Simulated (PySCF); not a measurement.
**BF$_{2}$H$_{3}$Si (SMILES FB(F)[SiH3]): density, localisation and related maps**

Input file:

```
{"job": {"kind": "nmr", "xc": "PBE0", "basis": "pcSseg-1"}, "charge": 0, "multiplicity": 1}
F      1.686538    -1.310994     0.389228
B      1.178646    -0.133842     0.074783
F      2.044802     0.836671    -0.142721
Si    -0.836577     0.114967    -0.064708
H     -1.488898    -0.366950     1.191320
H     -1.202606     1.542988    -0.297734
H     -1.347381    -0.713862    -1.201037
```

Launched as:

```sh
OMP_NUM_THREADS=1 python probes_run.py task.json out
```

Geometry: PBE0-D3(BJ)/def2-SVP.

Computed with PySCF 2.14.0, PBE0/pcSseg-1, SCF density, gas phase, non-relativistic.

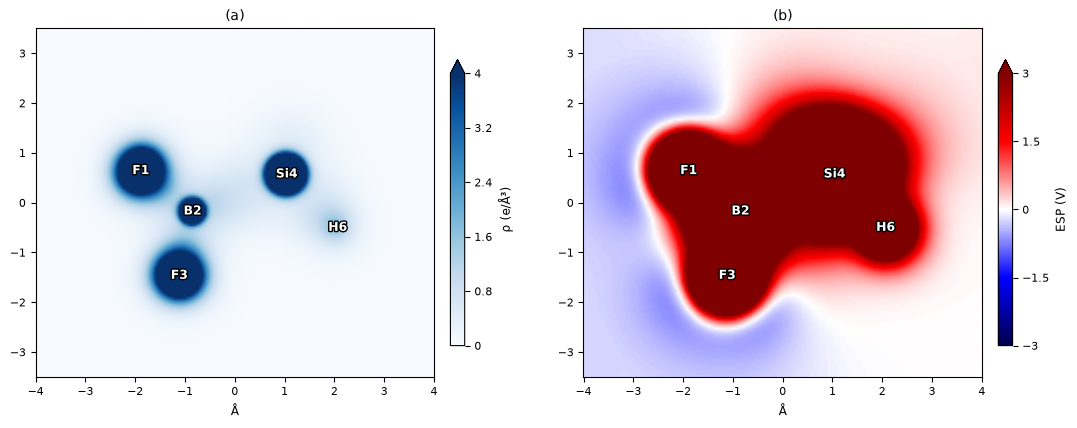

Figure 1. (a) total electron density; (b) molecular electrostatic potential on the plane of atoms F1, B2 and F3.

What do the fields say about this system?

Answer.
- The section cuts through F, B, Si and H sites.
- B–F (1.32 Å): the density is about 2.3 e/Å³ at the midpoint.
- Si–B (2.04 Å): the density is about 0.79 e/Å³ at the midpoint.
- Si–H (1.49 Å): ρ is about 0.77 e/Å³ halfway.
- Outside the dense part of the molecule the potential is most negative (−0.7 V) near F1.

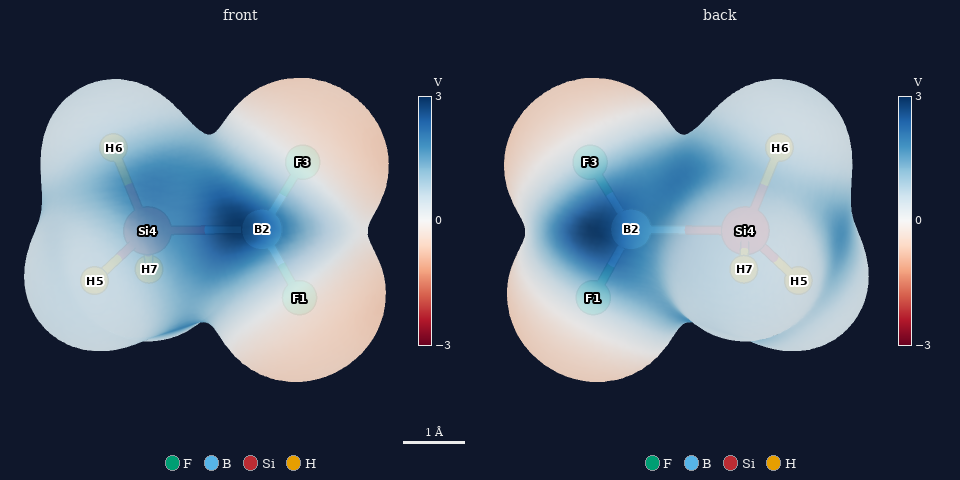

Figure 2. The molecular electrostatic potential painted on the density surface at 0.004 e/bohr³, seen from the front and from behind; red is negative and blue positive.

Where is the surface potential most negative and most positive?

Answer. The most negative region (about −0.6 V) lies over F1 and F3, the most positive (about +2.9 V) over B2.
